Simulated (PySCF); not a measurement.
# SiH: structure of the doublet

The task is one start of a wider search on SiH: the doublet, from a linear start. It is relaxed, tested by its Hessian and followed downhill if it is a saddle.

The runs use PySCF 2.14.0; B3LYP, basis Si def2-SVP, H def2-SVP, no relativity, density fitting.

## 1. The starting structure

2 atoms, charge 0, spin multiplicity 2.

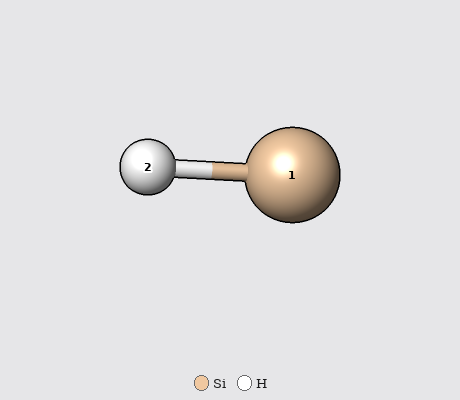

As it starts; silicon light orange, hydrogen white; atoms are numbered from 1 in the order of the file.

Coordinates in bohr (charge 0 multiplicity 2):
```
Si    0.0000    0.0000    0.0000
H     0.0000    0.0000    2.9366
```

## 2. The SCF at the typed geometry

One driver script runs all steps and calls PySCF; scf.py shows how it sets up the SCF of each step. The optimiser is the driver's own. After this first run the driver tries any further starts and a stability analysis.

Contents of scf.py:

```python
from pyscf import gto, scf, dft
mol = gto.M(atom='''
Si     0.000000     0.000000     0.000000
H      0.000000     0.000000     1.554000''',
    basis={'Si': 'def2-SVP', 'H': 'def2-SVP'},
    charge=0, spin=1)
mf = dft.UKS(mol, xc='B3LYP')
mf.grids.atom_grid = (50, 194)
aux = {'Si': 'def2-universal-JKFIT', 'H': 'def2-universal-JKFIT'}
mf = mf.density_fit(auxbasis=aux)
mf.conv_tol = 1e-08
mf.diis_space = 10
mf.max_cycle = 60
mf.init_guess = 'minao'
mf.verbose = 4
mf.kernel()
```

Command:

```
OMP_NUM_THREADS=2 python axn.py task.json out
```

Output:

```text
init E= -289.768340659052
[... the frontier-level lines of each cycle are left out ...]
cycle= 1 E= -289.907303564533  delta_E= -0.139  |g|= 0.0775  |ddm|= 0.943
cycle= 2 E= -289.911310808315  delta_E= -0.00401  |g|= 0.0382  |ddm|= 0.213
cycle= 3 E= -289.912708350573  delta_E= -0.0014  |g|= 0.00624  |ddm|= 0.106
cycle= 4 E= -289.912755846805  delta_E= -4.75e-05  |g|= 0.00142  |ddm|= 0.019
cycle= 5 E= -289.912758397905  delta_E= -2.55e-06  |g|= 0.00021  |ddm|= 0.00361
cycle= 6 E= -289.912758459648  delta_E= -6.17e-08  |g|= 4.35e-05  |ddm|= 0.000755
cycle= 7 E= -289.9127584637  delta_E= -4.05e-09  |g|= 1.05e-05  |ddm|= 0.000195
Extra cycle  E= -289.912758463997  delta_E= -2.97e-10  |g|= 4.61e-06  |ddm|= 4.48e-05
converged SCF energy = -289.912758463997  <S^2> = 0.75355753  2S+1 = 2.0035544
```

This step, with its further starts and checks, ran for 0.5 s (2 threads of Intel Xeon at 2.80GHz (Skylake/Cascade Lake), shared host).

No lower solution of this spin turned up in the test of internal stability.

## 3. Linear start, doublet: relaxation

The program finds C∞v symmetry in the start, which this walk keeps.

Edit scf.py of step 2 so:

```diff
@@ -3,2 +3,2 @@
-Si     0.000000     0.000000     0.000000
-H      0.000000     0.000000     1.554000''',
+Si     0.000000     0.000000    -0.054034
+H      0.000000     0.000000     1.499966''',
@@ -14 +13,0 @@
-mf.init_guess = 'minao'
```

The optimiser's trace:

| step | energy (Eh) | change (kJ/mol) | largest symmetric gradient (Eh/bohr) |
| --- | --- | --- | --- |
| 0 | -289.912758 | 0.00 | 0.00360 |
| 1 | -289.912801 | -0.11 | 0.00101 |
| 2 | -289.912804 | -0.12 | 0.00003 |

The walk took 0.5 s.

After 2 steps and 0.1 kJ/mol it ends at C∞v: Si–H 1.541 Å.

## 4. Vibrations and properties at this point

On the finer grid the gradient is checked again; gradients at displacements of ±0.02 bohr then give force constants and infrared intensities.

Edit scf.py of step 3 so:

```diff
@@ -3,2 +3,2 @@
-Si     0.000000     0.000000    -0.054034
-H      0.000000     0.000000     1.499966''',
+Si     0.000000    -0.000000    -0.053567
+H      0.000000     0.000000     1.487015''',
@@ -8 +8 @@
-mf.grids.atom_grid = (50, 194)
+mf.grids.atom_grid = (75, 302)
@@ -11 +11 @@
-mf.conv_tol = 1e-08
+mf.conv_tol = 1e-10
```

The driver hands on the density of the step before, so the log starts near convergence.

SCF at the final geometry:

```text
init E= -289.912801319092
[... the frontier-level lines of each cycle are left out ...]
cycle= 1 E= -289.912801319092  delta_E= 1.71e-13  |g|= 8.77e-08  |ddm|= 7.79e-07
Extra cycle  E= -289.912801319092  delta_E= 1.14e-13  |g|= 4.03e-08  |ddm|= 3.51e-07
converged SCF energy = -289.912801319092  <S^2> = 0.75355793  2S+1 = 2.0035548
```

The whole step took 3.1 s.

Geometry: C∞v; Si–H 1.541 Å.

Harmonic modes (main isotopes):

```tsv
ω (cm⁻¹)	IR (km/mol)	μ (u)	type
2002	316	1.04	stretch
```

All wavenumbers are real: a minimum.

The SCF density has lower symmetry than the nuclear frame, so the modes carry no labels; pairs that should be degenerate can split.

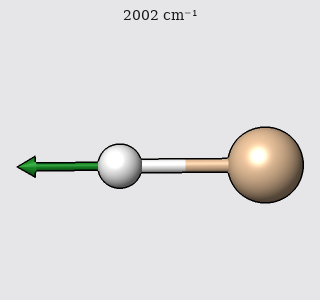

Displacements of 1 of the modes, as arrows (one member where a mode is degenerate).

Properties at this point:

| Item | Value |
| --- | --- |
| Dipole moment | 0.19 D |
| Highest occupied level | -5.13 eV |
| Lowest empty level | -3.31 eV |
| Rotational constants | 7.301 cm⁻¹ |
| Zero-point energy | 12.0 kJ/mol |
| Principal polarisabilities | 19.9, 23.1, 30.7 bohr³ |
| Atomisation energy without zero-point energy | 309 kJ/mol |
| Principal traceless quadrupole moments about the centre of mass | -2.79, -1.91, 4.70 D Å |
| Entropy at 298.15 K and 1 bar (electronic part: spin only) | 192.7 J/(mol K) |
| Heat capacity Cp at 298.15 K | 29.2 J/(mol K) |
| Enthalpy at 298.15 K above 0 K | 8.68 kJ/mol |
| Rotational symmetry number | 1 |
| Spin squared ⟨S²⟩ | 0.754 |

Populations by atom (charges in e):

| atom | Mulliken | Löwdin | polar tensor | spin (Mulliken) | Mayer order to Si1 |
| --- | --- | --- | --- | --- | --- |
| Si1 | 0.12 | 0.13 | 0.17 | 1.02 | – |
| H2 | -0.12 | -0.13 | -0.17 | -0.02 | 0.92 |

Outer orbital energies (eV). α occupied: -1799.62, -144.32, -99.85, -99.75, -99.58, -13.21, -7.56, -5.13; empty: -3.31, 1.51, 4.26, 9.06. β occupied: -1799.54, -144.23, -99.81, -99.53, -99.44, -12.54, -7.25; empty: -3.04, -2.14, 1.78, 4.57.

Mulliken populations on Si1: s 5.92, p 7.92, d 0.04.

## 5. Outcome

| quantity | value |
| --- | --- |
| minimum | doublet, C∞v |
| geometry | Si–H 1.541 Å |
| wavenumbers (cm⁻¹) | 2002 |
| dipole moment | 0.19 D |
| highest occupied, lowest empty level (either spin) | -5.13, -3.31 eV |
| polar-tensor charge of Si1 | +0.17 e |
| zero-point energy | 12.0 kJ/mol |
| entropy at 298.15 K | 192.7 J/(mol K) |
| atomisation energy (no zero-point energy) | 309 kJ/mol |
| ⟨S²⟩ | 0.754 |

The linear start keeps its C∞v symmetry and ends in a minimum. The strongest infrared band lies at 2002 cm⁻¹ (stretch). Most of the spin sits on Si1 (Mulliken spin 1.02, against 1 for the whole molecule). Other starts or spin states, not run here, may lie lower. The SCF density has lower symmetry than the nuclear frame.

The search up to here took 4.3 s.
